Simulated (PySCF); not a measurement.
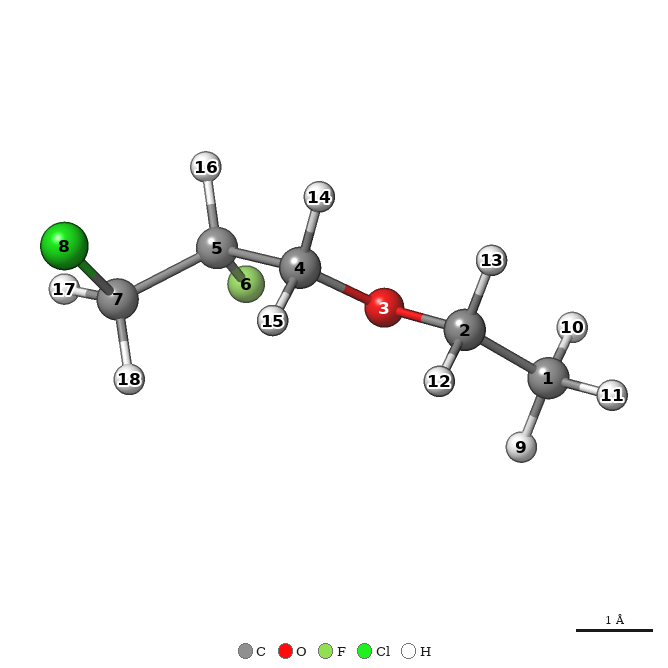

Numbered structure. Geometry: an image of a reaction path computed with GFN2-xTB, not a minimum.

Give the bond lengths. Leave out bonds to hydrogen.

| bond | length (Å) | order |
| --- | --- | --- |
| C1–C2 | 1.520 | single |
| C2–O3 | 1.410 | single |
| O3–C4 | 1.399 | single |
| C4–C5 | 1.545 | single |
| C5–F6 | 1.374 | single |
| C5–C7 | 1.526 | single |
| C7–Cl8 | 1.773 | single |
